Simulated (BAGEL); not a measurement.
# HF/6-31G(d) (density fitting with qzvpp-jkfit, spherical functions) run of Si2H4ClF (SMILES F[SiH2][SiH2]Cl)

Aim: the vertical ionisation energy of Si2H4ClF at HF/6-31G* (density fitting with qzvpp-jkfit, spherical functions), from 2 runs. 

The results are computed with BAGEL 1.2.2.

1 further run of the same task is left out (set aside as unsound or not needed).

### 1 The system as given

Si2H4ClF has 8 atoms, charge 0, and is taken as a singlet. As SMILES, `F[SiH2][SiH2]Cl`. Geometry: relaxed at PBE0-D4/def2-TZVP. This is one conformer, not always the lowest.

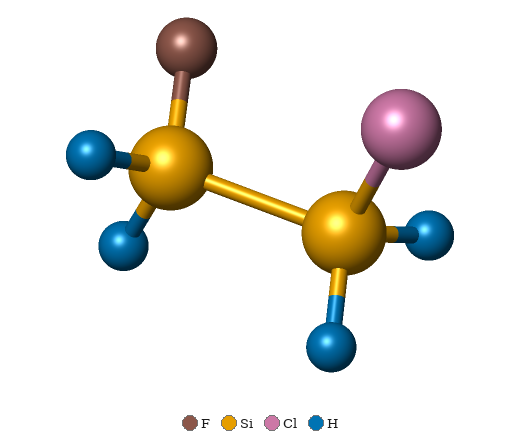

The structure, seen from a chosen angle (fluorine brown, silicon amber, chlorine pink, hydrogen blue).

### 2 The energy at HF/6-31G(d) (density fitting with qzvpp-jkfit, spherical functions)

input.json reads:

```json
{ "bagel" : [

{
  "title" : "molecule",
  "basis" : "6-31gs.json",
  "df_basis" : "qzvpp-jkfit",
  "angstrom" : "true",
  "geometry" : [
    { "atom" : "F", "xyz" : [      -1.769500,       1.438200,       0.046900 ] },
    { "atom" : "Si", "xyz" : [      -0.188800,       1.181000,       0.127500 ] },
    { "atom" : "Si", "xyz" : [       0.236500,      -1.123800,       0.039500 ] },
    { "atom" : "Cl", "xyz" : [      -0.336000,      -1.852100,      -1.800600 ] },
    { "atom" : "H", "xyz" : [       0.454900,       1.880200,      -1.013000 ] },
    { "atom" : "H", "xyz" : [       0.306000,       1.751900,       1.408000 ] },
    { "atom" : "H", "xyz" : [       1.691600,      -1.373700,       0.207100 ] },
    { "atom" : "H", "xyz" : [      -0.509700,      -1.867300,       1.084900 ] }
  ]
},

{
  "title" : "hf"
},

{
  "title" : "print",
  "file" : "orbitals.molden",
  "orbitals" : "true"
}

]}
```

The basis set 6-31G* is read from a file made from the Basis Set Exchange's data (not shown).

Run with:

```bash
$ BAGEL_NUM_THREADS=1 BAGEL input.json > input.out
```

Output:

```text
* using 1 threads per process

  ===============================================================
  ===============================================================

  *** Geometry ***

  { "atom" : "F", "xyz" : [     -3.343870,      2.717804,      0.088628 ] },
  { "atom" : "Si", "xyz" : [     -0.356780,      2.231767,      0.240940 ] },
  { "atom" : "Si", "xyz" : [      0.446920,     -2.123674,      0.074644 ] },
  { "atom" : "Cl", "xyz" : [     -0.634948,     -3.499962,     -3.402641 ] },
  { "atom" : "H", "xyz" : [      0.859636,      3.553063,     -1.914293 ] },
  { "atom" : "H", "xyz" : [      0.578256,      3.310611,      2.660734 ] },
  { "atom" : "H", "xyz" : [      3.196661,     -2.595917,      0.391362 ] },
  { "atom" : "H", "xyz" : [     -0.963193,     -3.528686,      2.050164 ] },

  Number of auxiliary basis functions:      533

  Since a DF basis is specified, we compute 2- and 3-index integrals:
    o Being stored without compression. Storage requirement is 0.025 GB

  Number of basis functions:       76
  Number of electrons      :       58

    * METHOD: MOLECULE                             0.25

  *** RHF ***

  === Nuclear Repulsion ===
   269.2728270419

      * DIIS with orbital gradients will be used.

  === RHF iteration (6-31gs.json) ===
      0      -1139.01065286          0.01704566           0.08
      1      -1139.12559687          0.01052838           0.08
      2      -1139.17522222          0.00130105           0.07
      3      -1139.17651276          0.00028995           0.08
      4      -1139.17658554          0.00005209           0.07
      5      -1139.17658823          0.00000976           0.08
      6      -1139.17658835          0.00000245           0.08
      7      -1139.17658836          0.00000076           0.07
      8      -1139.17658836          0.00000028           0.07
      9      -1139.17658836          0.00000010           0.08
     10      -1139.17658836          0.00000002           0.08
     11      -1139.17658836          0.00000001           0.08
    * SCF iteration converged.

    * Permanent dipole moment:
           (   -0.730334,    -0.217171,    -0.679063) a.u.

    * METHOD: HF                                   1.08

    * METHOD: PRINT                                0.01

  ===============================================================
```

It took 1.5 s on 1 thread of Arm Neoverse V2, shared host; peak memory 0.12 GiB.

### 3 The doublet cation at the same level

input.json reads:

```json
{ "bagel": [

{
  "title": "molecule",
  "basis": "6-31gs.json",
  "df_basis": "qzvpp-jkfit",
  "angstrom": true,
  "geometry": [
    { "atom": "F", "xyz": [      -1.769500,       1.438200,       0.046900 ] },
    { "atom": "Si", "xyz": [      -0.188800,       1.181000,       0.127500 ] },
    { "atom": "Si", "xyz": [       0.236500,      -1.123800,       0.039500 ] },
    { "atom": "Cl", "xyz": [      -0.336000,      -1.852100,      -1.800600 ] },
    { "atom": "H", "xyz": [       0.454900,       1.880200,      -1.013000 ] },
    { "atom": "H", "xyz": [       0.306000,       1.751900,       1.408000 ] },
    { "atom": "H", "xyz": [       1.691600,      -1.373700,       0.207100 ] },
    { "atom": "H", "xyz": [      -0.509700,      -1.867300,       1.084900 ] }
  ]
},

{
  "title": "uhf",
  "charge": 1,
  "nopen": 1
},

{
  "title": "print",
  "file": "orbitals.molden",
  "orbitals": true
}

]}
```

The basis set 6-31G* is read from a file made from the Basis Set Exchange's data (not shown).

Run with:

```bash
$ BAGEL_NUM_THREADS=1 BAGEL input.json > input.out
```

Output:

```text
* using 1 threads per process

  ===============================================================
  ===============================================================

  *** Geometry ***

  { "atom" : "F", "xyz" : [     -3.343870,      2.717804,      0.088628 ] },
  { "atom" : "Si", "xyz" : [     -0.356780,      2.231767,      0.240940 ] },
  { "atom" : "Si", "xyz" : [      0.446920,     -2.123674,      0.074644 ] },
  { "atom" : "Cl", "xyz" : [     -0.634948,     -3.499962,     -3.402641 ] },
  { "atom" : "H", "xyz" : [      0.859636,      3.553063,     -1.914293 ] },
  { "atom" : "H", "xyz" : [      0.578256,      3.310611,      2.660734 ] },
  { "atom" : "H", "xyz" : [      3.196661,     -2.595917,      0.391362 ] },
  { "atom" : "H", "xyz" : [     -0.963193,     -3.528686,      2.050164 ] },

  Number of auxiliary basis functions:      533

  Since a DF basis is specified, we compute 2- and 3-index integrals:
    o Being stored without compression. Storage requirement is 0.025 GB

  Number of basis functions:       76
  Number of electrons      :       58

    * METHOD: MOLECULE                             0.25

  *** Open-shell HF ***

  === Nuclear Repulsion ===
   269.2728270419

      * DIIS with orbital gradients will be used.

  === UHF iteration (6-31gs.json) ===
      0      -1138.56386673          0.03811100           0.16
      1      -1138.71612253          0.02603608           0.16
      2      -1138.76645832          0.01662238           0.16
      3      -1138.79843985          0.00110701           0.16
      4      -1138.79901013          0.00050128           0.16
      5      -1138.79915169          0.00019391           0.16
      6      -1138.79919869          0.00008703           0.17
      7      -1138.79921360          0.00004216           0.16
      8      -1138.79921809          0.00002472           0.16
      9      -1138.79922013          0.00001250           0.17
     10      -1138.79922062          0.00000753           0.17
     11      -1138.79922074          0.00000498           0.17
     12      -1138.79922082          0.00000274           0.17
     13      -1138.79922084          0.00000157           0.16
     14      -1138.79922085          0.00000088           0.14
     15      -1138.79922085          0.00000060           0.16
     16      -1138.79922086          0.00000039           0.17
     17      -1138.79922086          0.00000027           0.16
     18      -1138.79922086          0.00000018           0.16
     19      -1138.79922086          0.00000013           0.15
     20      -1138.79922086          0.00000009           0.15
     21      -1138.79922086          0.00000006           0.15
     22      -1138.79922086          0.00000004           0.16
     23      -1138.79922086          0.00000003           0.14
     24      -1138.79922086          0.00000002           0.14
     25      -1138.79922086          0.00000001           0.14
     26      -1138.79922086          0.00000001           0.15
    * SCF iteration converged.

    * S^2 (UHF) is 0.7652

    * Permanent dipole moment:
           (   -1.382016,    -0.325156,    -1.179355) a.u.

    * METHOD: UHF                                  4.45

    * METHOD: PRINT                                0.01

  ===============================================================
```

It took 5.1 s on 1 thread of Arm Neoverse V2, shared host; peak memory 0.12 GiB.

### 4 Results

At HF/6-31G* (density fitting with qzvpp-jkfit, spherical functions):

```
                                          quantity           value
                    singlet Si2H4ClF: total energy  -1139.17659 Eh
                   singlet Si2H4ClF: dipole moment          2.59 D
                     singlet Si2H4ClF: HOMO energy       -11.17 eV
                     singlet Si2H4ClF: LUMO energy         2.44 eV
                   singlet Si2H4ClF: HOMO–LUMO gap        13.61 eV
                      doublet cation: total energy  -1138.79922 Eh
                              doublet cation: ⟨S²⟩           0.765
vertical ionisation energy (to the doublet cation)       10.269 eV
```

**Reading.** The vertical ionisation energy comes to 10.27 eV (991 kJ/mol). −ε(HOMO) before ionisation, 11.17 eV, is 0.90 eV above this ionisation energy.
